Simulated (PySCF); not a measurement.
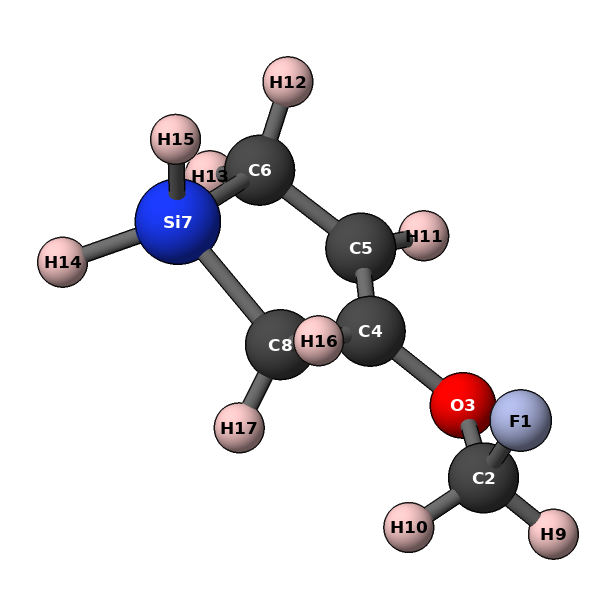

The geometry was computed by an optimisation with GFN2-xTB. No frequency run is at hand to confirm it as a minimum. Method: GIAO PBE0/pcSseg-1 NMR shielding, non-relativistic, gas phase (PySCF 2.14.0). Principal shieldings σ11 ≤ σ22 ≤ σ33, span Ω = σ33 − σ11, skew κ = 3(σiso − σ22)/Ω.

Give the shielding tensors of the Si atoms.

```csv
atom,σ11,σ22,σ33,σiso,Ω,κ
Si7,340.7,380.5,427.8,383.0,87.1,0.09
```

Shieldings and span in ppm.

The geometry is semi-empirical. Around Si such bond lengths and angles can be off by a tenth of an ångström or more and by several degrees, and values that hang on the shape move with them.
